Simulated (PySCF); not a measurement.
| atom | x (Å) | y (Å) | z (Å) |
| --- | --- | --- | --- |
| C | 3.2306 | 0.3440 | -0.8302 |
| C | 2.7912 | 0.7349 | 0.3238 |
| C | 1.6288 | 0.6450 | 1.1731 |
| Si | 0.2195 | -0.4301 | 0.4176 |
| C | -1.0069 | 0.3645 | -0.7685 |
| C | -1.5795 | 0.1114 | 0.6410 |
| C | -2.7025 | -0.8886 | 0.7494 |
| H | 2.6475 | -0.2771 | -1.5174 |
| H | 4.2106 | 0.6130 | -1.1942 |
| H | 1.9142 | 0.2225 | 2.1392 |
| H | 1.2349 | 1.6463 | 1.3621 |
| H | 0.5303 | -1.8435 | 0.2577 |
| H | -0.9105 | 1.4007 | -1.0640 |
| H | -1.4561 | -0.2256 | -1.5552 |
| H | -1.7894 | 1.0166 | 1.2024 |
| H | -3.6283 | -0.4693 | 0.3532 |
| H | -2.4682 | -1.7884 | 0.1857 |
| H | -2.8751 | -1.1699 | 1.7867 |

Geometry: GFN2-xTB.

Method: UKS B3LYP, pcH-1 on C H Si, non-relativistic, mean-field spin-orbit, GIAO (PySCF).

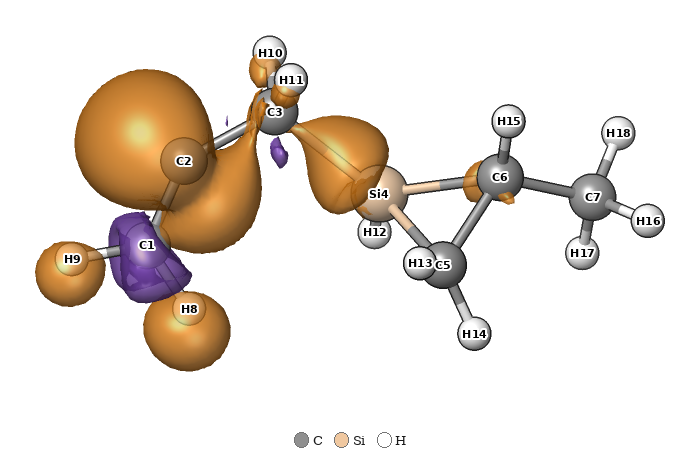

C₆H₁₁Si (doublet). Isosurfaces of the spin density at +0.02 (orange) and −0.02 e/Å³ (purple), seen across its widest extent.

Question: Where is the unpaired spin?

Answer: The unpaired spin (1 electron) lies mostly on C2 (about 0.7) and C1 (about 0.1), in electrons by Hirshfeld's partition.
